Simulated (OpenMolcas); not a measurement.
```
&GATEWAY
Basis set
Mn.ANO-RCC-VTZP.
Mn1 0.0 0.0 0.0 Angstrom
End of basis
Basis set
F.ANO-RCC-VDZP.
L1 1.840000 0.000000 0.000000 Angstrom
L2 0.000000 1.840000 0.000000 Angstrom
L3 0.000000 0.000000 1.840000 Angstrom
End of basis
Basis set
Cs.EMB-AIMP.Seijo.0s.0s.ECP.Cs2GeF6.
PseudoCharge
* 16 symmetry-unique lattice sites within 7.6 angstrom
End of basis
Basis set
F.EMB-AIMP.Seijo.0s.0s.ECP.Cs2GeF6.
PseudoCharge
* 27 symmetry-unique lattice sites within 7.6 angstrom
End of basis
Basis set
Ge.EMB-AIMP.Seijo.0s.0s.ECP.Cs2GeF6.
PseudoCharge
* 6 symmetry-unique lattice sites within 7.6 angstrom
End of basis
Symmetry
XYZ
AngMom=0.0 0.0 0.0
AMFI
RICD
XField
1358 Angstrom 0
* Evjen-weighted lattice charges
&SEWARD
&RASSCF
FileOrb=start.orb
Symmetry=1
Spin=4
nActEl=3 0 0
Inactive=18 21
Ras2=5 0
CIRoot=10 10 1
SDav=10
CIMx=300
Iter=150 100
PrWF=0.3
OrbListing=Nothing
MaxOrb=0
LevShft=1.0
>>> COPY $Project.JobIph JOB001
&RASSCF
FileOrb=start.orb
Symmetry=1
Spin=2
nActEl=3 0 0
Inactive=18 21
Ras2=5 0
CIRoot=40 40 1
SDav=40
CIMx=300
Iter=150 100
PrWF=0.3
OrbListing=Nothing
MaxOrb=0
LevShft=1.0
>>> COPY $Project.JobIph JOB002
&RASSI
NrOfJobIphs=2 10 40
1 2 3 4 5 6 7 8 9 10
1 2 3 4 5 6 7 8 9 10 11 12 13 14 15 16 17 18 19 20 21 22 23 24 25 26 27
28 29 30 31 32 33 34 35 36 37 38 39 40
IphNames
JOB001
JOB002
EJob
SpinOrbit
DIPRint=1.0
SOCoupling=1000.0
Subsets=2
Property=9
'ANGMOM' 1 'ANGMOM' 2 'ANGMOM' 3 'MLTPL  1' 1 'MLTPL  1' 2 'MLTPL  1' 3
'AMFI' 1 'AMFI' 2 'AMFI' 3
SOProperty=3
'ANGMOM' 1 'ANGMOM' 2 'ANGMOM' 3
```

Run as:
```bash
OMP_NUM_THREADS=1 MOLCAS_MEM=2457 MOLCAS_PROJECT=a pymolcas a.inp > a.log  # once for each step of the input, in one work folder
```

Level of the calculation: state-averaged CASSCF, active space 3 electrons in the shell 3d, basis ANO-RCC-VTZP on the metal and ANO-RCC-VDZP on the ligands, DKH2 scalar Hamiltonian, spin-orbit coupling by RASSI with atomic mean-field integrals (OpenMolcas). Powder susceptibility by Van Vleck's formula.

Mn⁴⁺ (3d³) as a dopant in Cs₂GeF₆, a cluster with its 6 nearest F⁻ at 1.840 Å (octahedron) embedded in model potentials and point charges; the geometry was set, not optimised. The cluster and the levels that result:

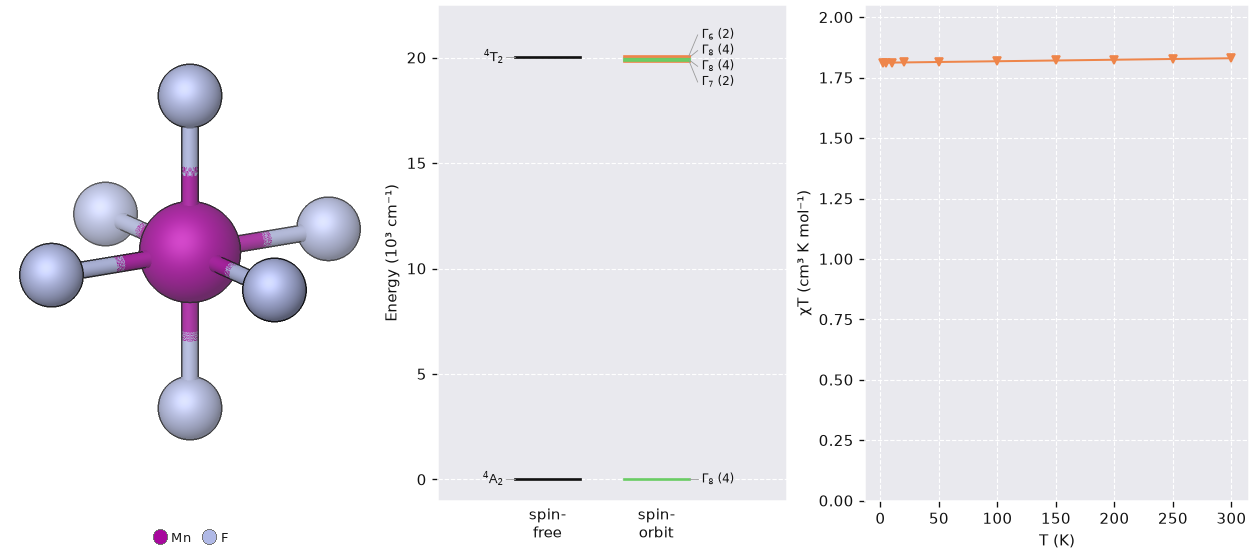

Labels give the representation in O, Td, D4 or D3 as the site allows (double group for half-integer spin) where it could be assigned and, in brackets, the degeneracy; spin-free states, where drawn, share the zero of the spin-orbit levels.

The ground level is Γ₈, 4-fold degenerate, 100 % from states of spin multiplicity 4. The next level lies at 19,900 cm⁻¹ (Γ₇). The lowest spin-free state is ⁴A₂; of the same spin there follows at 20,000 cm⁻¹ (⁴T₂) above it. χT is 1.81 cm³ K mol⁻¹ at 2 K and 1.83 at 300 K, an effective moment of 3.83 μB. The active orbitals hold 80 to 94 % metal character (Löwdin), and the Mulliken charge of the metal is +2.09.

Note: covalent bonds, ligand orbitals missing from the active space; the geometry is set by hand, with no relaxation and no charge compensation.
